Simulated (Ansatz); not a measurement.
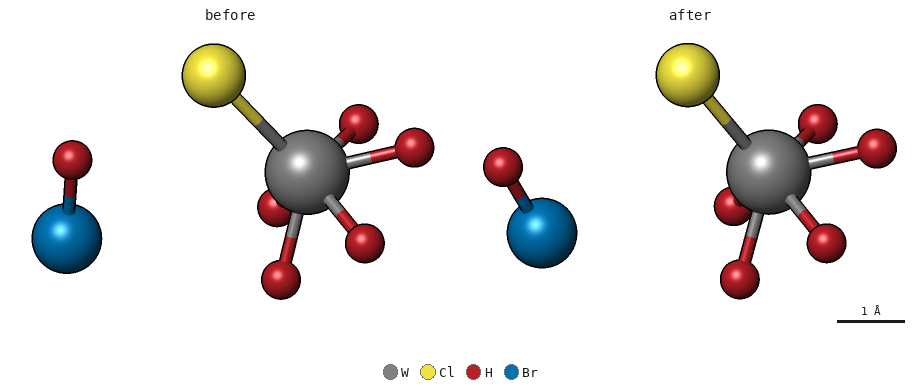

The structure of WH6BrCl before (left) and after (right) a relaxation, at one scale.

The picture is a ball-and-stick view, seen from a free direction.

The run prepares an end point of a later path (reaction) calculation, from a guessed geometry.

Theory: RKS PBE0-D4/def2-SVP (Ansatz 0.2.0). (no spin polarisation; force threshold 0.03 eV/Å; at most 50 steps)

Q: What changed between the two?

A: The largest move after the best rigid fit is that of an H atom, 0.46 Å. Largest moves by element: H 0.46 Å, Br 0.24 Å, Cl 0.21 Å, W 0.03 Å. Near-neighbour distances that change, for instance: Br–W 3.768 → 3.552 Å, Cl–W 2.350 → 2.257 Å, Br–H 1.499 → 1.425 Å, H–W 1.669 → 1.675 Å. Bond angles that change, for instance: Cl–W–H 111.4° → 109.2°. After 9 accepted moves (11 points after the start) the energy has fallen by 13.6 kJ/mol. Largest force component: 1.2 eV/Å at the start, 0.0088 eV/Å at the end. The line search rejected the trial steps at points 8, 10 of the run. The forces were under the threshold at step 7, but the run went on from there. Cost: 51 s on 2 threads of AMD EPYC 7R43 64-Core Processor (Zen 3), on a shared host, peak memory 0.29 GiB.

Limits of the set-up: the start holds two separate molecules, 2.6 Å apart at their closest, whose relative position is a soft coordinate.
